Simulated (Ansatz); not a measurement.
# RbSnBi: relaxing a made-up structure, part 2 of 2

Starting from a made-up structure for RbSnBi, the aim is the relaxed cell, its shortest contacts and, where a second run follows, its electronic structure.

Ansatz 0.2.0; DFT, r2SCAN, plane-wave PAW, files of the set soft_1, scalar-relativistic, no spin, cell and ions relaxed at zero pressure; PAW set soft_1 (the session's first sound run).

So far: The structure; Relaxation of the guess. The relaxed cell has a = 5.765, c = 7.285 Å (conventional setting).

**3. Bands of the relaxed cell**

With the geometry fixed, one more self-consistent run, with a narrower smearing and the mesh shown in its input, gives the bands, and its pressure, and its forces where symmetry allows any, show how far the geometry depends on these settings.

This step: DFT, r2SCAN, plane-wave PAW, files of the set soft_1, scalar-relativistic, no spin, bands and density of states at the relaxed cell; PAW set soft_1 (Ansatz 0.2.0).

input.yaml reads:

```yaml
crystal:
  lattice:
    - [5.7650446282, 0.0, 0.0]
    - [-2.8825223141, 4.992675102, 0.0]
    - [0.0, 0.0, 7.2848277927]
  atoms:
    - { symbol: Bi, position: [0.0, 0.0, 0.0] }
    - { symbol: Bi, position: [0.0, 0.0, 0.5] }
    - { symbol: Sn, position: [0.3333333333, 0.6666666667, 0.25] }
    - { symbol: Sn, position: [0.6666666667, 0.3333333333, 0.75] }
    - { symbol: Rb, position: [0.3333333333, 0.6666666667, 0.75] }
    - { symbol: Rb, position: [0.6666666667, 0.3333333333, 0.25] }
kpoints:
  mp_grid: { grid: [6, 6, 4] }
  band_path:
    path:
      - [[0.0, 0.0, 0.0], [0.5, 0.0, 0.0], [0.33333333, 0.33333333, 0.0], [0.0, 0.0, 0.0], [0.0, 0.0, 0.5], [0.5, 0.0, 0.5], [0.33333333, 0.33333333, 0.5], [0.0, 0.0, 0.5]]
      - [[0.5, 0.0, 0.5], [0.5, 0.0, 0.0]]
      - [[0.33333333, 0.33333333, 0.0], [0.33333333, 0.33333333, 0.5]]
    npoints: 8
scf:
  occupations: { method: fermi_dirac, width: 0.03 }
  n_extra_bands: 10
hamiltonian:
  xc: r2scan
  pseudopotentials: { kind: paw, azcp: { folder: soft_1 } }
output:
  forces: true
  stress: true
  write_bands: true
  dos: { projected: true }
  write_density: true
  write_potential: true
  elf: true
  volumetric_format: npy
```

Run with:

```console
$ ansatz run input.yaml --threads 4 --pin off --max-ram 10240MiB --backend cpu --events-out ev --progress --plain --runs-dir out
```

Numbers of over 12 decimals in the logs are rounded to 6 here.

What it wrote:

```text
[...]
Crystal: 6 atoms, lattice volume = 209.679 Å³
Basis set: ecut = 500 eV, 5295 PW (Γ), exchange–correlation on 180×180×216 points (64 copies of the dense FFT grid, shifted against one another)
Bands: 48, of which v1, the nominal top of the filled ones, is band 38 counted from 1 (37 counted from 0)
Symmetry: 24 space group operations
[...]
k-points: 21 of 144
[...]
SCF iter   1: F=—  HF=-43460.283696 eV  |F-HF|=—  |Δ(HF+E_count)|=         —  Δρ=2.36e-2  dr2=3.12e0  dr2_τ=3.72e-2  ethr=3.10e-3  ⟨swp⟩=8.7  Hψ=4501  notcnv=0
[...]
SCF iter   9: F=-43459.258900 eV  HF=-43459.258900 eV  |F-HF|=1.27e-8  |Δ(HF+E_count)|=   4.46e-7  Δρ=3.43e-6  dr2=2.80e-8  dr2_τ=1.01e-9  ethr=1.32e-10  ⟨swp⟩=18.9  Hψ=9086  notcnv=0
SCF 1 converged in 9 iterations: F = -43459.258900 eV  dr2 = 2.80e-8
[...]
NSCF: frozen V_eff on 75 k-points
SCF converged after 9 iterations
Free energy (F): -43459.258900 eV
[...]
Internal energy: -43459.246900 eV  (E = F + TS)
E sigma→0 (E₀):  -43459.252900 eV
Entropy (-TS):   -0.012000 eV (-2.000 meV/atom)
Fermi energy:    8.005604 eV
[...]
--- Stress (GPa, compression-positive) ---
        0.084464      -0.000000       0.000000
        0.000000       0.084464       0.000000
        0.000000       0.000000      -0.669455
  P = ⅓ Tr σ = -0.1668 GPa (-1.668 kbar)
--- Band table (eV; the first three rows and the last of 21) ---
  k-point 0: bands = [... 34 lower, 5.8236, 7.4126, 7.4126, 7.7134, 7.7134, 7.8338, 8.6449, 10.2972, ... 6 higher]
  k-point 1: bands = [... 34 lower, 6.2061, 6.7378, 6.7378, 7.8141, 7.8956, 8.4463, 8.4463, 9.8768, ... 6 higher]
  k-point 2: bands = [... 34 lower, 6.1169, 6.1169, 6.9564, 6.9564, 8.5205, 8.5205, 9.2182, 9.2182, ... 6 higher]
  k-point 20: bands = [... 34 lower, 6.8672, 6.8672, 7.7277, 7.7277, 7.9972, 7.9972, 9.2130, 9.2130, ... 6 higher]
```

Run time: 16 s. Hardware: 4 threads of Arm Neoverse V1, shared host; peak memory 1.3 GiB; 63 s of CPU time.

Numbers from this step:

| Property | Result |
| --- | --- |
| free energy | -43459.2589 eV |
| energy at zero smearing | -43459.2529 eV |
| smearing term TS | 0.01200 eV |
| Fermi energy | 8.006 eV |
| pressure | -0.1668 GPa |

From bands.tsv, the bands that come nearest the Fermi level along the path, at its corners, in eV from the Fermi level:

```
point  band 35  band 36  band 37  band 38  band 39  band 40  band 41  band 42
    Γ    -2.18    -0.59    -0.59    -0.29    -0.29    -0.17     0.64     2.29
    M    -2.05    -0.85    -0.74    -0.10     0.12     0.30     2.04     2.38
    K    -2.26    -1.76    -1.76     0.49     1.82     2.00     2.00     2.08
    Γ    -2.18    -0.59    -0.59    -0.29    -0.29    -0.17     0.64     2.29
    A    -1.89    -1.89    -1.05    -1.05     0.51     0.51     1.21     1.21
    L    -1.87    -1.87    -1.24    -1.24     1.21     1.21     1.73     1.73
    H    -1.14    -1.14    -0.28    -0.28    -0.01    -0.01     1.21     1.21
    A    -1.89    -1.89    -1.05    -1.05     0.51     0.51     1.21     1.21
    L    -1.87    -1.87    -1.24    -1.24     1.21     1.21     1.73     1.73
    M    -2.05    -0.85    -0.74    -0.10     0.12     0.30     2.04     2.38
    K    -2.26    -1.76    -1.76     0.49     1.82     2.00     2.00     2.08
    H    -1.14    -1.14    -0.28    -0.28    -0.01    -0.01     1.21     1.21
```

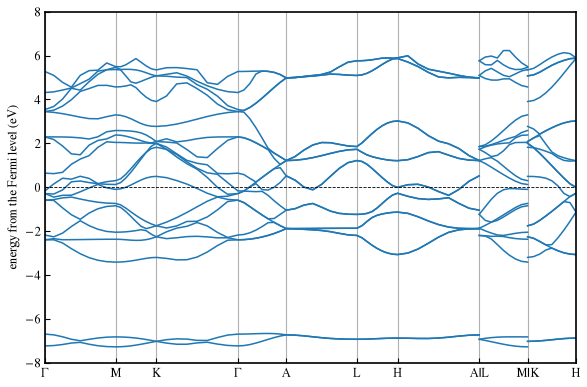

Bands along the path. 30 bands lie wholly below the window drawn.

States per cell as run, both spins, in windows of 1 eV, from dos.tsv (zero at the Fermi level): Near the top, bands beyond those computed are missing, so counts there can be too low.

```
from  to  total
  -8  -7   1.27
  -7  -6   2.73
  -6  -5   0.00
  -5  -4   0.00
  -4  -3   0.45
  -3  -2   4.03
  -2  -1   4.26
  -1   0   3.07
   0   1   3.81
   1   2   4.46
   2   3   3.77
   3   4   0.22
```

A further 60.0 states lie below the table's range.

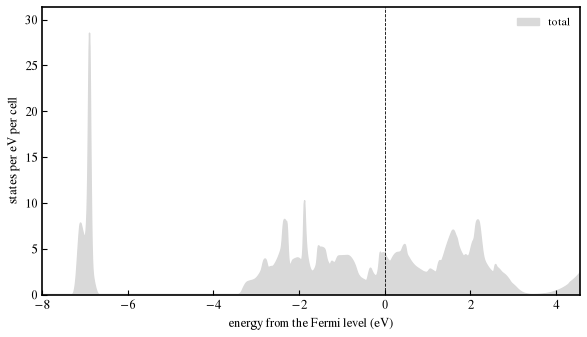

Total density of states, smoothed over about 0.04 eV.

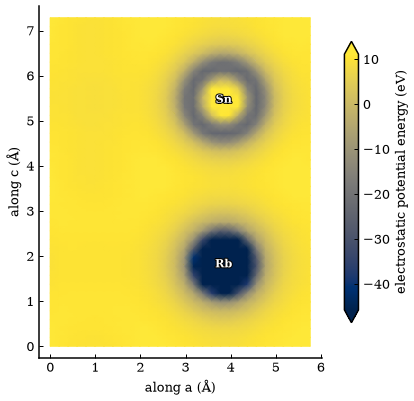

Electrostatic potential energy in the ac plane at fractional y = 0.333, with atoms of Sn and Rb within 0.2 Å of it. With pseudopotentials it is smooth inside the atoms' cores, unlike the true potential.

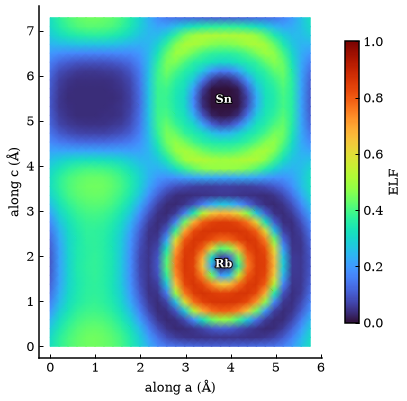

ELF in the ac plane at fractional y = 0.333, with atoms of Sn and Rb within 0.2 Å of it. It is the smooth field of the valence electrons, not physical close to the nuclei.

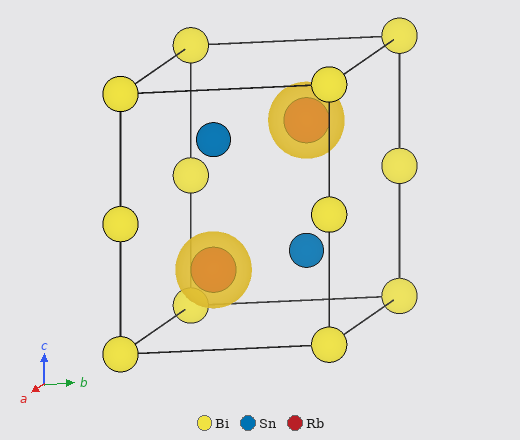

Surface of ELF = 0.79.

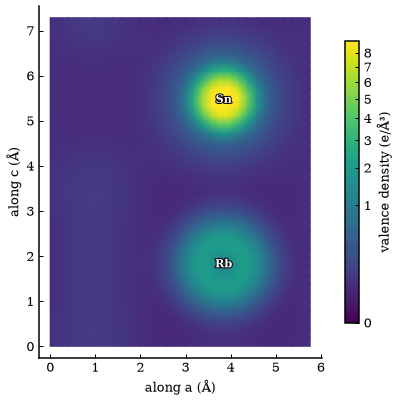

Valence density in the ac plane at fractional y = 0.333, with atoms of Sn and Rb within 0.2 Å of it. It is the smooth field of the valence electrons, not physical close to the nuclei. The colour scale is stretched toward low values.

**4. What came out**

```yaml
space_group_relaxed: P6_3/mmc
conventional_cell: a = 5.765, b = 5.765, c = 7.285 Å; α = 90.0°, β = 90.0°, γ = 120.0°
volume_per_atom: 34.95 Å³ (guess 42.18)
```

RbSnBi relaxes to P6_3/mmc with a = 5.765, b = 5.765 and c = 7.285 Å. The guessed volume was 21 % too large. The space group P6_3/mmc was held in the relaxation, so the end point is a stationary structure within it and may be a saddle against distortions or other arrangements. Bands cross the Fermi level, so it is a metal or semimetal at this level. On the 6×6×4 mesh with the narrower smearing (relaxed on 6×6×3) the forces vanish, as symmetry may demand, and the largest stress component is 0.669 GPa, against the relaxation's thresholds of 0.015 eV/Å and 0.05 GPa. The cutoff wasn't tested. A vector of the cell changed its length by 16 %, more than the volume shows. Spin-orbit coupling is left out, which can matter for elements this heavy. No dispersion term is used, so weakly bound directions may come out too long. Nothing here tests whether the compound is stable against decomposition.

[Logs are printed without paths, hosts, clocks, repeated set-up lines and the standing remarks that a program may print on its own settings, such as how far it seeks lower states.]

[Hosts, paths, dates, database ids (printed as entryN), source tags and the programs' standing remarks are cut or masked in the printed files.]
